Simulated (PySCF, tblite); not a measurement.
# C2H5ClO2Si: magnetic properties

Wanted: magnetic properties for C2H5ClO2Si (`O[SiH2]O/C=C\Cl`).

Programs: tblite 0.8.0 and PySCF 2.14.0, with routines of our own; each step states its level. All values are computed. Atoms count from 0.

## (1) The system as given

11 atoms, charge 0, multiplicity 1; geometry from: force field or distance geometry start.

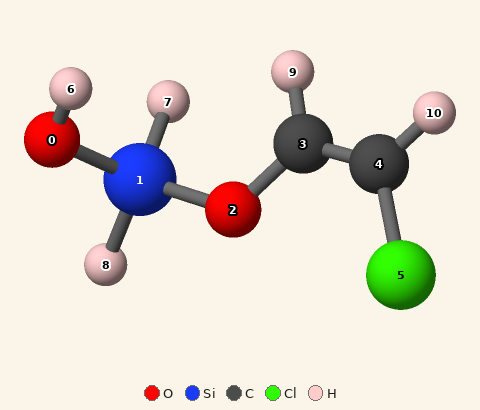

The starting geometry (oxygen red, silicon blue, carbon dark grey, chlorine green, hydrogen pink).

## (2) Optimising the geometry with GFN2-xTB, one coordinate held

Job settings and geometry (Å):

```
{"job": {"kind": "relax", "xc": "GFN2-xTB", "basis": "xTB"}, "charge": 0, "multiplicity": 1}
O     -2.184800    -0.677000     0.643700
Si    -1.556800     0.375300    -0.481000
O      0.045500     0.667500    -0.086200
C      0.380400     1.718700     0.727800
C      1.642500     1.995500     1.069100
Cl     3.000000     1.120800     0.499200
H     -2.071100    -0.397200     1.562700
H     -2.320600     1.634700    -0.421800
H     -1.637900    -0.247600    -1.814200
H     -0.444700     2.303200     1.125600
H      1.918900     2.813600     1.711100
```

The run is started by

```sh
> OMP_NUM_THREADS=1 python excited_run.py task.json out
```

This one command runs all jobs of the session in turn.

Output:

```text
step      E/eV     max force
  0    -579.84071    1.203
  1    -579.89505    0.745
  2    -579.92511    0.527
  3    -579.93579    0.295
  4    -579.94503    0.273
  5    -579.95888    0.399
  6    -579.97148    0.533
  7    -579.98441    0.405
  8    -579.99045    0.299
  9    -579.99421    0.271
 10    -579.99843    0.239
 11    -580.00455    0.318
 12    -580.01082    0.290
 13    -580.01530    0.195
 14    -580.01788    0.185
 15    -580.02028    0.281
 16    -580.02397    0.307
 17    -580.02734    0.196
 18    -580.02951    0.173
 19    -580.03117    0.144
 20    -580.03311    0.186
 21    -580.03524    0.215
 22    -580.03701    0.154
 23    -580.03801    0.095
 24    -580.03871    0.097
 25    -580.03968    0.114
 26    -580.04085    0.117
 27    -580.04171    0.106
 28    -580.04224    0.113
 29    -580.04270    0.157
 30    -580.04330    0.182
 31    -580.04387    0.165
 32    -580.04423    0.121
 33    -580.04443    0.120
 34    -580.04465    0.124
 35    -580.04495    0.114
 36    -580.04526    0.094
 37    -580.04546    0.083
 38    -580.04558    0.078
 39    -580.04568    0.073
 40    -580.04585    0.084
 41    -580.04608    0.082
 42    -580.04629    0.060
 43    -580.04643    0.044
 44    -580.04653    0.038
 45    -580.04662    0.036
 46    -580.04670    0.037
 47    -580.04675    0.038
 48    -580.04679    0.040
 49    -580.04683    0.046
 50    -580.04690    0.048
 51    -580.04702    0.049
 52    -580.04719    0.054
 53    -580.04738    0.056
 54    -580.04753    0.050
 55    -580.04764    0.046
 56    -580.04770    0.041
 57    -580.04778    0.041
 58    -580.04794    0.040
 59    -580.04809    0.051
 60    -580.04822    0.049
 61    -580.04829    0.048
 62    -580.04837    0.051
 63    -580.04846    0.055
 64    -580.04857    0.059
 65    -580.04863    0.063
 66    -580.04865    0.065
 67    -580.04867    0.065
 68    -580.04868    0.065
```

It took 0.57 s on 1 thread of Arm Neoverse V1, shared host; peak memory 0.18 GiB.

One coordinate is held by a constraint (a dihedral, as typed in the start), so the force along it need not vanish.

Step by step: (not every step is listed)

```
step  energy from step 0 (eV)  largest force (eV/Å)
   0                   0.0000                1.2030
   1                  -0.0543                0.7453
   2                  -0.0844                0.5275
   3                  -0.0951                0.2952
   4                  -0.1043                0.2733
   5                  -0.1182                0.3986
   6                  -0.1308                0.5334
   7                  -0.1437                0.4050
   8                  -0.1497                0.2995
  13                  -0.1746                0.1955
  18                  -0.1888                0.1732
  23                  -0.1973                0.0946
  28                  -0.2015                0.1126
  33                  -0.2037                0.1205
  38                  -0.2049                0.0778
  43                  -0.2057                0.0440
  48                  -0.2061                0.0399
  53                  -0.2067                0.0556
  58                  -0.2072                0.0403
  63                  -0.2078                0.0552
  64                  -0.2079                0.0595
  65                  -0.2079                0.0628
  66                  -0.2079                0.0649
  67                  -0.2080                0.0654
  68                  -0.2080                0.0655
```

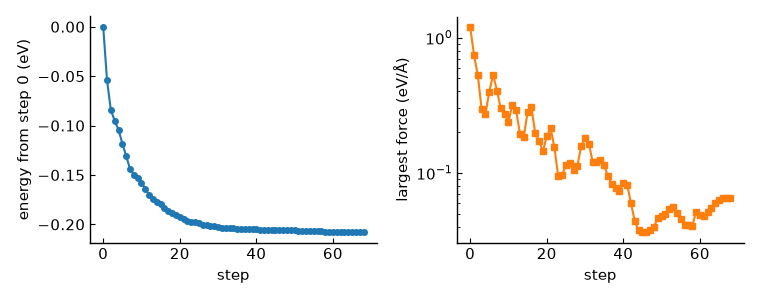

Energy and force, step by step.

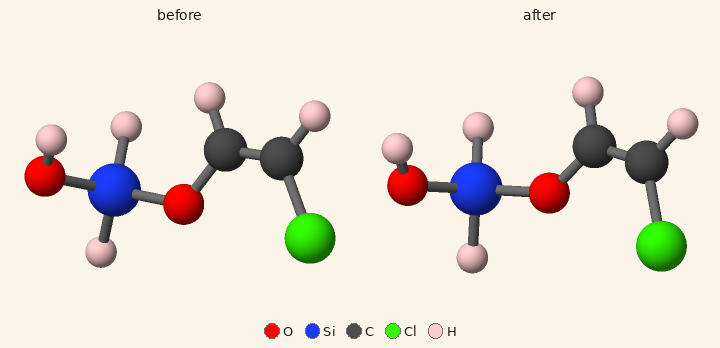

The geometry before (left) and after (right).

Distances of close pairs at the start and the end, largest changes first:

```
  bond  before (Å)  after (Å)  change (Å)
O0–Si1       1.663      1.618      -0.045
Si1–O2       1.676      1.634      -0.042
 O2–C3       1.371      1.335      -0.036
Si1–H8       1.474      1.443      -0.030
 O0–H6       0.967      0.954      -0.014
Si1–H7       1.474      1.463      -0.011
 C3–C4       1.336      1.328      -0.008
C4–Cl5       1.713      1.720      +0.007
```

The final coordinates are the input of the step that follows.

## (3) Magnetic properties: GIAO PBE/pcSseg-1

Job settings and geometry (Å):

```
{"job": {"kind": "mag", "xc": "PBE", "basis": "pcSseg-1", "isotopologues": 0}, "charge": 0, "multiplicity": 1}
O     -2.126505    -0.768019     0.559041
Si    -1.591775     0.395179    -0.430323
O     -0.093036     0.921840    -0.046552
C      0.401298     1.879727     0.741031
C      1.689411     1.999891     1.041169
Cl     2.883573     0.908298     0.458119
H     -2.283704    -0.665641     1.494080
H     -2.510467     1.534075    -0.410904
H     -1.358569    -0.287537    -1.680566
H     -0.302815     2.602584     1.141806
H      2.063543     2.787868     1.670472
```

Method: GIAO PBE/pcSseg-1 magnetisability, rotational g tensor and spin-rotation constants, non-relativistic, gas phase.

Output:

```text
coarse grid: 10696 points
cycle   1  E = -978.4934312834  dE =  8.808e-01  |g| = 1.050e+00  |ddm| = 3.186e+00
cycle   2  E = -977.7473162988  dE =  7.461e-01  |g| = 2.198e+00  |ddm| = 3.311e+00
cycle   3  E = -978.6716325927  dE = -9.243e-01  |g| = 2.392e-01  |ddm| = 2.812e+00
cycle   4  E = -978.6762899390  dE = -4.657e-03  |g| = 2.022e-01  |ddm| = 4.006e-01
cycle   5  E = -978.6863000839  dE = -1.001e-02  |g| = 5.275e-02  |ddm| = 2.058e-01
cycle   6  E = -978.6868776574  dE = -5.776e-04  |g| = 1.709e-02  |ddm| = 5.550e-02
cycle   7  E = -978.6869356534  dE = -5.800e-05  |g| = 5.677e-03  |ddm| = 1.955e-02
cycle   8  E = -978.6869419530  dE = -6.300e-06  |g| = 1.362e-03  |ddm| = 5.970e-03
final grid: 95368 points
cycle   9  E = -978.7589032948  dE = -4.739e-06  |g| = 1.703e-02  |ddm| = 2.430e-02
cycle  10  E = -978.7587267541  dE =  1.765e-04  |g| = 3.482e-02  |ddm| = 3.742e-02
cycle  11  E = -978.7589497408  dE = -2.230e-04  |g| = 4.949e-03  |ddm| = 2.987e-02
cycle  12  E = -978.7589552665  dE = -5.526e-06  |g| = 1.548e-03  |ddm| = 5.583e-03
cycle  13  E = -978.7589558368  dE = -5.703e-07  |g| = 2.584e-04  |ddm| = 1.695e-03
cycle  14  E = -978.7589558542  dE = -1.746e-08  |g| = 6.332e-05  |ddm| = 3.067e-04
cycle  15  E = -978.7589558551  dE = -9.099e-10  |g| = 1.713e-05  |ddm| = 8.176e-05
converged SCF energy = -978.7589558551

Magnetisability tensor (1e-30 J/T^2)
    -1031.46        8.13       25.66
        8.13    -1072.85       49.39
       25.66       49.39    -1082.65
isotropic -1062.32   principal values   -1129.37  -1051.83  -1005.76
isotropic susceptibility -63.975 1e-6 cm^3/mol

Inertial axes            a          b          c
rot. const./GHz      6.2630     0.9304     0.8850
chi total           -61.484    -63.920    -66.519
chi diamagnetic    -288.839  -1291.578  -1358.353
chi paramagnetic    227.355   1227.657   1291.834
quadrupole/D A       -3.260     -0.261      3.521
g nuclear            0.6018     0.5269     0.5281
g electronic        -0.6690    -0.5366    -0.5371
g total             -0.0671    -0.0097    -0.0091

Spin-rotation constants (kHz, H = +C I.J)
atom  isotope        aa         bb         cc
  5   35Cl        1.903      0.164      0.162
  6     1H       -0.846     -0.106      0.018
  7     1H       -0.371      0.025     -0.077
  8     1H       -0.579     -0.030     -0.005
  9     1H       -0.441      0.050     -0.084
 10     1H       -0.182     -0.025     -0.072
  0    17O*      -0.419     -0.108     -0.109
  1   29Si*      -3.879     -0.557     -0.524
  2    17O*      -1.585     -0.195     -0.080
  3    13C*       1.930      0.413      0.228
  4    13C*       1.730      0.339      0.198
* in the singly substituted isotopologue
```

It took 23 s on 1 thread of Arm Neoverse V1, shared host; peak memory 0.54 GiB.

In short:

```
              quantity                      value
       magnetisability           -1062·10⁻³⁰ J/T²
  molar susceptibility         -64.0·10⁻⁶ cm³/mol
rotational g (a, b, c)  -0.0671, -0.0097, -0.0091
```

The fields below are evaluated on a grid from the run's orbitals.

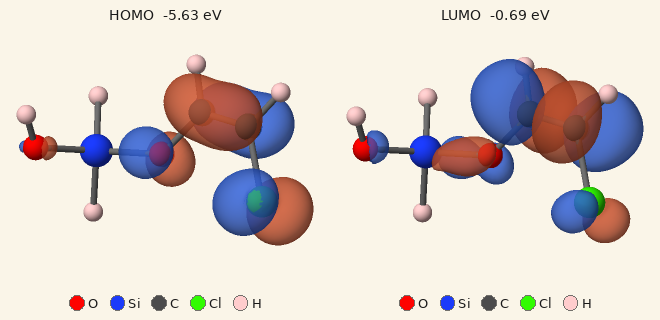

PBE/pcSseg-1 orbitals near the gap, drawn at the value that encloses 70 % of each; the two colours are the two signs.

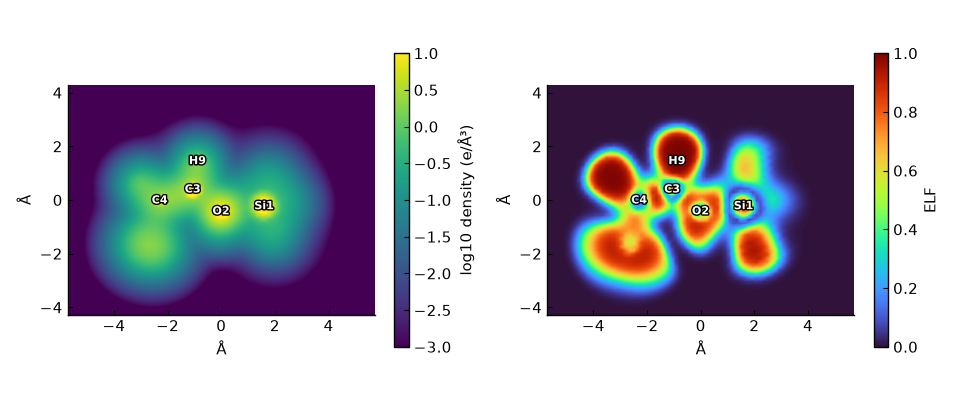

Density (left) and ELF (right) in a plane through or near 5 of the atoms.

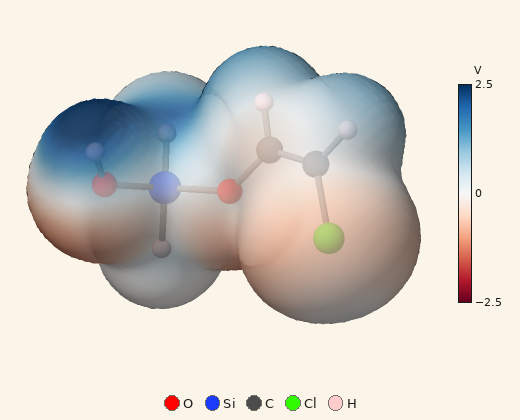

The potential that a unit positive charge feels on the 0.002 e/bohr³ surface, from the 1st to the 99th percentile, from -1.14 V near O0 to 2.50 V near H6.

## (4) What came out

| quantity | value |
| --- | --- |
| magnetisability (step 3, GIAO PBE/pcSseg-1) | -1062·10⁻³⁰ J/T² |
| molar susceptibility (step 3, GIAO PBE/pcSseg-1) | -64.0·10⁻⁶ cm³/mol |
| rotational g (a, b, c) (step 3, GIAO PBE/pcSseg-1) | -0.0671, -0.0097, -0.0091 |
| surface potential, 1st and 99th percentile | -1.14 V and 2.50 V |

In words: At PBE/pcSseg-1, counted by nearest atom on the grid, the HOMO lies on Cl5 27 %; C3, C4 about 24 % each, the LUMO on C3, C4 about 30 % each; H9, H10 about 8 % each. Vibrational averaging and real surroundings are missing from these values.
